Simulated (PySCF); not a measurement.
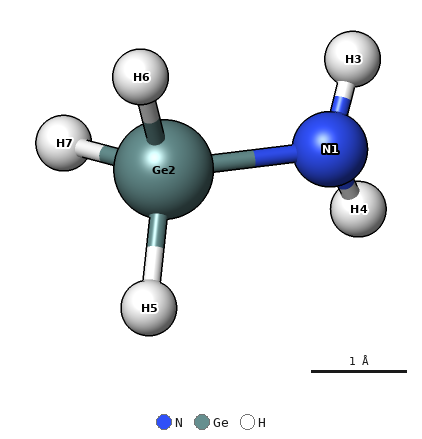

Fig. 1: The structure (ball-and-stick view, seen at a tilt; atoms are numbered from 1 in the order of the input). Sticks mark near contacts. Bond lengths as drawn: Ge–H 1.54 to 1.55 Å, Ge–N 1.84 Å and H–N 1.02 Å.

## Run report: GeNH₅, excited-state calculation

The run: excited-state calculation of GeNH₅. Method and program: TDDFT B3LYP/def2-SVPD, vertical, gas phase, core orbitals frozen in the response (PySCF 2.14.0).

The geometry comes from this level: PBE0-D3(BJ)/def2-SVP.

Input file:
```
{"job": {"kind": "uv", "xc": "B3LYP", "basis": "def2-SVPD", "ip": true}, "charge": 0, "multiplicity": 1}
N      0.932905    -0.168766     0.278823
Ge    -0.879281     0.018389     0.039357
H      1.496292     0.433560    -0.315665
H      1.273760    -1.121147     0.178125
H     -1.566253    -0.890404     1.073139
H     -1.214559     1.496162     0.305289
H     -1.398608    -0.359955    -1.371686
```

The first line tells a small driver script what to run in PySCF; the rest is the geometry in Å.

Launched with:
```bash
OMP_NUM_THREADS=1 python <driver script> task.json out
```

What the program printed:
```
coarse grid: 24896 points
cycle   1  E = -2134.4597296926  dE = -6.639e-01  |g| = 5.696e-01  |ddm| = 2.758e+00
cycle   2  E = -2134.3748444012  dE =  8.489e-02  |g| = 8.467e-01  |ddm| = 1.745e+00
cycle   3  E = -2134.5091109127  dE = -1.343e-01  |g| = 1.051e-01  |ddm| = 1.110e+00
cycle   4  E = -2134.5113868759  dE = -2.276e-03  |g| = 1.703e-02  |ddm| = 1.440e-01
cycle   5  E = -2134.5114254949  dE = -3.862e-05  |g| = 3.002e-03  |ddm| = 1.866e-02
cycle   6  E = -2134.5114282484  dE = -2.754e-06  |g| = 4.225e-04  |ddm| = 6.373e-03
final grid: 50896 points
cycle   7  E = -2134.5113823203  dE = -4.894e-09  |g| = 5.012e-04  |ddm| = 2.029e-03
cycle   8  E = -2134.5113822610  dE =  5.937e-08  |g| = 7.473e-04  |ddm| = 1.716e-03
cycle   9  E = -2134.5113823746  dE = -1.137e-07  |g| = 8.571e-05  |ddm| = 9.719e-04
cycle  10  E = -2134.5113823762  dE = -1.583e-09  |g| = 1.749e-05  |ddm| = 1.149e-04
cycle  11  E = -2134.5113823762  dE = -3.320e-11  |g| = 6.686e-07  |ddm| = 1.635e-05
```

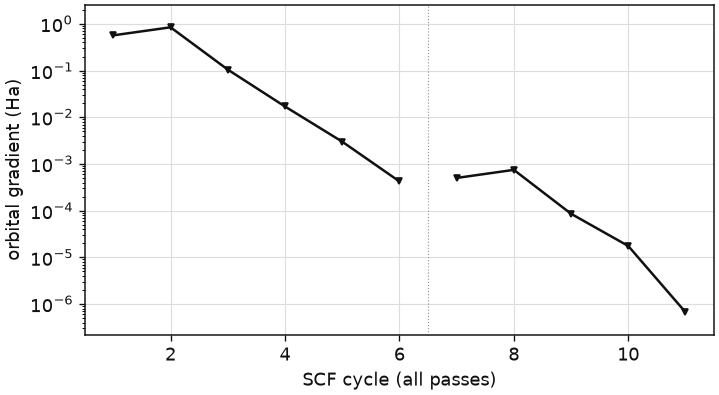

Fig. 2: Convergence of the self-consistent field: orbital gradient against the SCF cycle. The dotted line marks the change from a coarse to the final integration grid. The first 6 cycles use a coarse grid, the final grid takes over at cycle 7, and the field converges after 11 cycles in all.

```
converged SCF energy = -2134.5113823762

Static polarisability (au): isotropic 42.593, principal 40.861 40.891 46.028

Singlet excitations
state   eV       nm        f      main configurations
  1   5.8969    210.3   0.01576   H->L 0.98
  2   6.6273    187.1   0.04476   H->L+1 0.97
  3   7.2689    170.6   0.00065   H->L+2 0.99
  4   7.6615    161.8   0.02234   H->L+3 0.91
  5   7.7837    159.3   0.02536   H->L+4 0.90
  6   8.1549    152.0   0.03536   H-1->L 0.96
  7   8.2412    150.4   0.00643   H->L+5 0.98
  8   8.3283    148.9   0.05097   H-2->L 0.97
  9   8.7029    142.5   0.11320   H-1->L+1 0.97
 10   8.9057    139.2   0.10638   H-2->L+1 0.95

Triplet excitations (Tamm-Dancoff, eV): 5.5326 6.2823 7.0856 7.3176
Vertical ionisation energy (delta-SCF) = 9.7496 eV
```

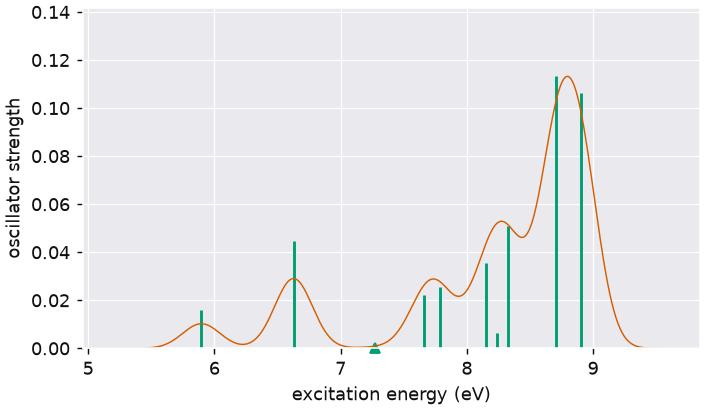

Fig. 3: Computed excitations as sticks (degenerate states added up, dark ones marked on the axis), with a Gaussian envelope of 0.35 eV full width at half maximum, scaled to the tallest. Of the 10 states the lowest lies at 5.90 eV (f = 0.016); the strongest line is at 8.70 eV, or 142 nm (f = 0.113).

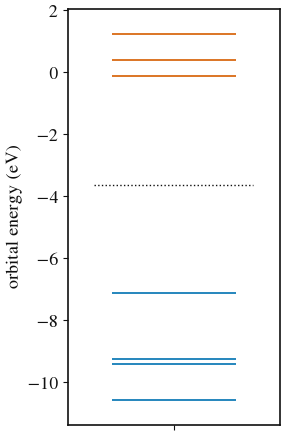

Fig. 4: Orbital energies near the frontier; the dotted line parts filled from empty levels, and levels within 0.02 eV of each other stand side by side. Highest filled −7.13 eV, lowest empty −0.12 eV, 7.01 eV apart.

Key numbers:

```csv
quantity,value
outcome,converged
total energy,−2134.511382 hartree
HOMO,−7.13 eV
LUMO,−0.12 eV
dipole moment,1.10 D
mean polarisability,42.59 a.u.
vertical ionisation energy,9.75 eV
lowest singlet excitation,5.90 eV
hardware,"1 CPU thread, shared host"
wall time,16 s
peak memory,0.44 GiB
```

Notes:

Spin–orbit coupling is left out, which matters for the heavy atoms.
